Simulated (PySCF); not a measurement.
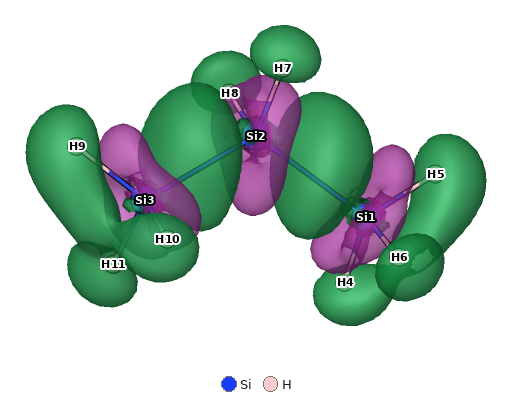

H$_{8}$Si$_{3}$, SMILES `[SiH3][SiH2][SiH3]`. Fukui function f⁻ = ρ(N) − ρ(N−1) at fixed geometry, surfaces at ±0.015 e/Å³ (green positive, purple negative).

Method: ωB97X/def2-TZVP; geometry: GFN2-xTB; program: PySCF. No frequency check shows the geometry to be a minimum.

Geometry (Å), atoms numbered from 1:

```
Si1     -1.9641   -0.3912    0.0010
Si2     -0.0000    0.8332    0.0000
Si3      1.9641   -0.3911   -0.0010
H4      -2.0535   -1.2650    1.1744
H5      -3.1833    0.4207   -0.0097
H6      -2.0547   -1.2650   -1.1723
H7      -0.0005    1.7529   -1.1517
H8       0.0005    1.7528    1.1517
H9       3.1833    0.4207    0.0098
H10      2.0535   -1.2650   -1.1744
H11      2.0547   -1.2650    1.1723
```

Question: On which atoms does the density change most on removal of an electron?

Answer: f⁻ (Hirshfeld-condensed) is largest on Si2 (0.19) and Si1 and Si3 (0.17 each); the vertical ionisation energy is 10.35 eV (the stability of the cation's solution wasn't checked). Condensed values hint at sites of electrophilic attack but needn't mark the atom that reacts. Shares this close don't rank the sites. Orbital relaxation makes it negative in places (0.23 e in all).
